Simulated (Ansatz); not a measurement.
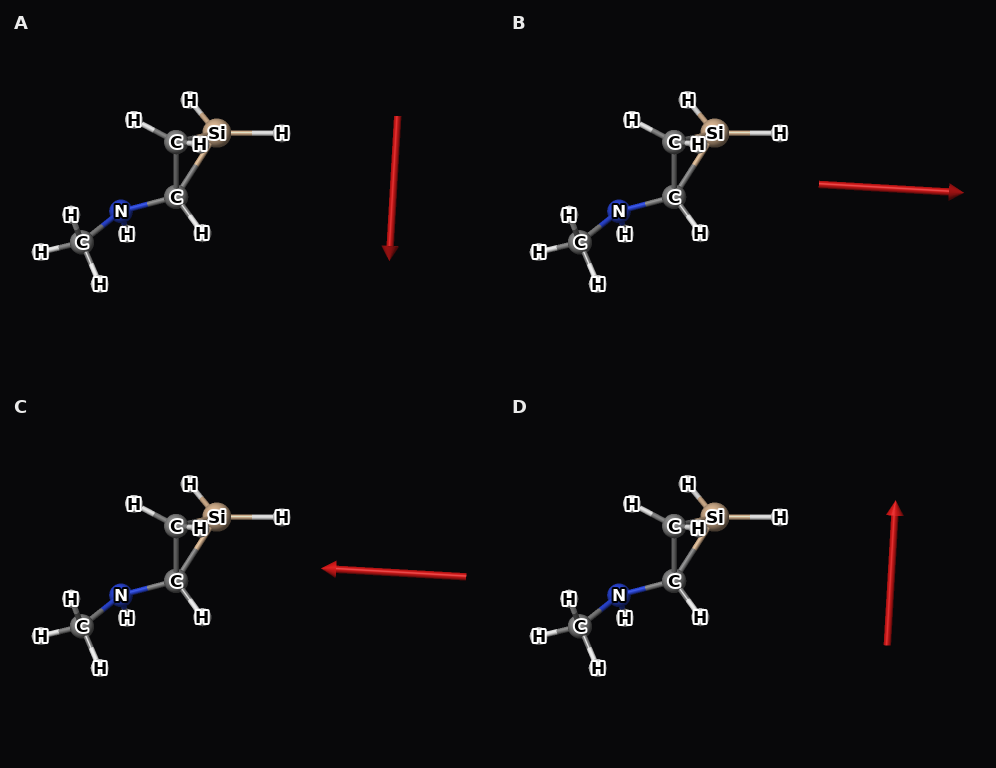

The same molecule four times, each with an arrow. Computed geometry: PBE-D4/def2-SVP optimisation. No frequency run is at hand to confirm it as a minimum. Level of theory: RKS PBE-D4/def2-SVP (Ansatz 0.2.0).

### Which arrow points along the dipole moment, from the negative to the positive end?

A. The dipole moment is 0.88 D.
